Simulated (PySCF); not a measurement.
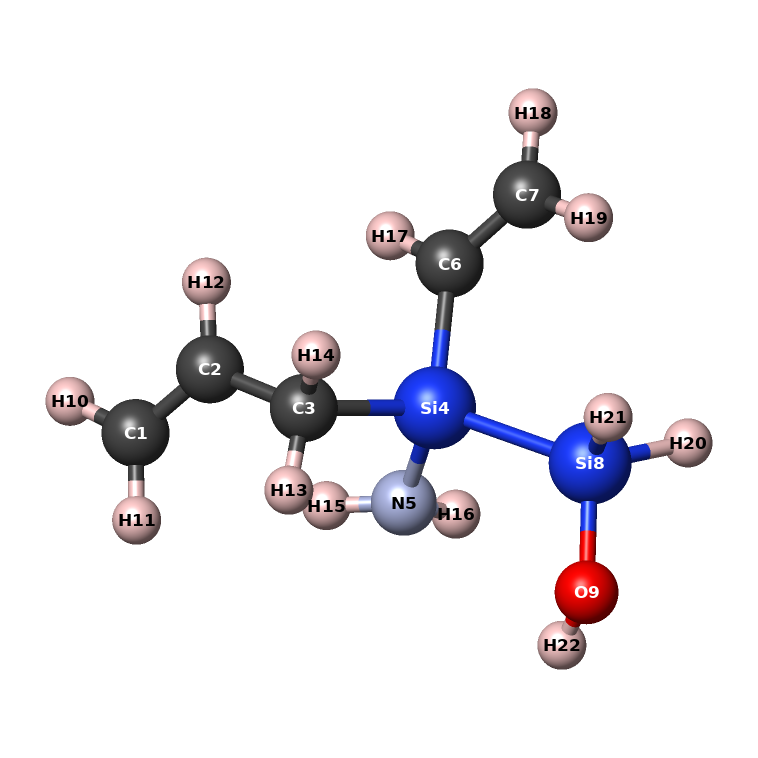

Every bond is drawn as one stick. Computed geometry: GFN2-xTB optimisation. No frequency run is at hand to confirm it as a minimum. Method: PBE0/pcSseg-1 (PySCF 2.14.0).

List the Mayer bond orders of C1–C2, C2–C3, C3–Si4, Si4–N5, Si4–C6, Si4–Si8, C6–C7, Si8–O9 (bonds between heavy atoms, one of each equivalent set).

```json
{"bond": "C1–C2", "Mayer order": "1.95", "length (Å)": "1.323"}
{"bond": "C2–C3", "Mayer order": "1.06", "length (Å)": "1.481"}
{"bond": "C3–Si4", "Mayer order": "0.86", "length (Å)": "1.928"}
{"bond": "Si4–N5", "Mayer order": "1.06", "length (Å)": "1.740"}
{"bond": "Si4–C6", "Mayer order": "0.82", "length (Å)": "1.900"}
{"bond": "Si4–Si8", "Mayer order": "0.90", "length (Å)": "2.305"}
{"bond": "C6–C7", "Mayer order": "1.99", "length (Å)": "1.324"}
{"bond": "Si8–O9", "Mayer order": "1.00", "length (Å)": "1.629"}
```

The geometry is semi-empirical. Around Si such bond lengths and angles can be off by a tenth of an ångström or more and by several degrees, and values that hang on the shape move with them.
